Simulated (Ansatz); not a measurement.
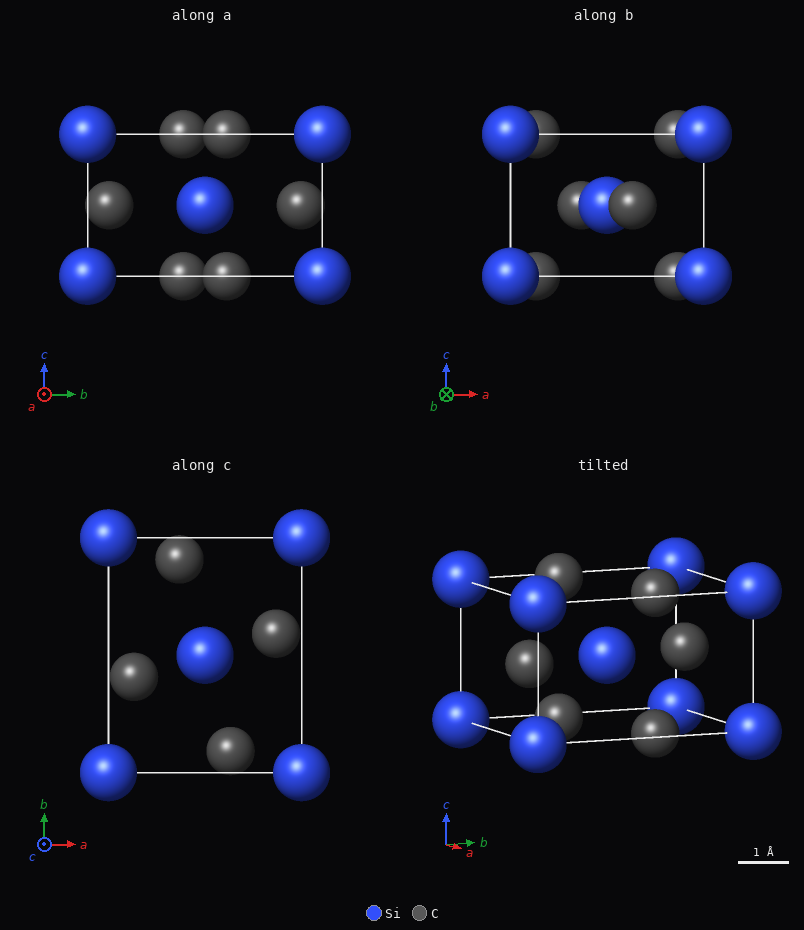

The structure above is drawn in spheres-only style and viewed along the a axis, along the b axis, along the c axis and slightly off an axis. The conventional unit cell is outlined; an atom on or near a face, edge or corner is repeated at each equivalent position.

Lattice parameters: a = 3.9129 Å, b = 4.7579 Å, c = 2.8770 Å, α = 90.000°, β = 90.000°, γ = 90.000°.

Q: Write down what is shown as a CIF in P1 with every atom of the cell, with free fractional coordinates to two decimals.

A:
```cif
data_structure
_symmetry_space_group_name_H-M 'P 1'
_symmetry_Int_Tables_number 1
_cell_length_a 3.9129
_cell_length_b 4.7579
_cell_length_c 2.8770
_cell_angle_alpha 90.000
_cell_angle_beta 90.000
_cell_angle_gamma 90.000
_cell_volume 53.56
loop_
_atom_site_label
_atom_site_type_symbol
_atom_site_fract_x
_atom_site_fract_y
_atom_site_fract_z
_atom_site_occupancy
Si1 Si 0.00 0.00 0.00 1
Si2 Si 0.50 0.50 0.50 1
C1 C 0.13 0.41 0.00 1
C2 C 0.87 0.59 0.00 1
C3 C 0.63 0.09 0.50 1
C4 C 0.37 0.91 0.50 1
```

The structure comes from a structure type filled with these elements by a generator (whether the compound takes this form wasn't checked). The structure drawn was relaxed with Ansatz, DFT PBE, scalar-relativistic, plane waves, PAW.
